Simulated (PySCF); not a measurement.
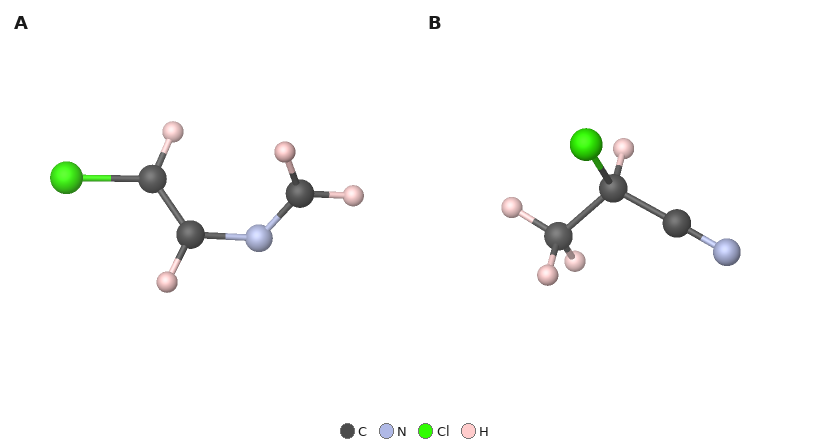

2 stationary structures of one formula. Geometries: PBE0-D3(BJ)/def2-SVP. Electronic energies: PBE0-D3(BJ)/def2-SVP (PySCF 2.14.0), without zero-point energy. No frequency run is at hand to confirm each as a minimum. Each is one conformer, not always the lowest.

**How are they related?**

They are constitutional isomers of C3H4ClN: A `C=N/C=C/Cl`, B `C[C@@H](Cl)C#N`.

**Which structure is the most stable?**

B is lowest; A lies 88.1 kJ/mol above it.
